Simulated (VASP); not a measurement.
Shape and ions are relaxed at each volume.

Energy against volume of TiB2 (AlB2 type). The numbers are results of r2SCAN meta-GGA, VASP's PBE PAW potentials (set 64) (plane waves; VASP), not measurements.

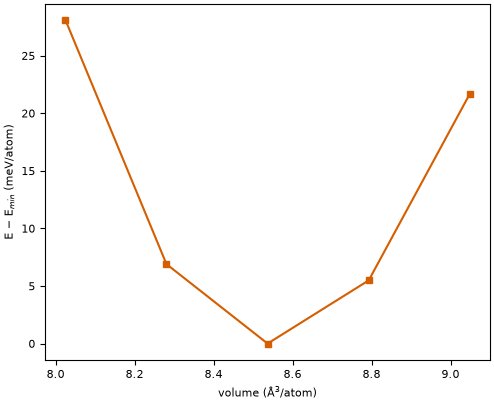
Energy against volume

**Question.** Estimate the equilibrium volume and the bulk modulus.

**Answer.** The minimum lies near 8.5 Å³/atom, and the curvature gives B0 of about 260 GPa.

Measured: bulk modulus 240 GPa (computed value off by +7.0 %), as given by Synthesis of Binary Transition Metal Nitrides, Carbides and Borides from the Elements in the Laser-Heated Diamond …. The calculation is for a static lattice, while the measured bulk modulus holds thermal and zero-point effects, which are part of the difference.

The compound is TiB2 in the AlB2 type structure. It was relaxed first.
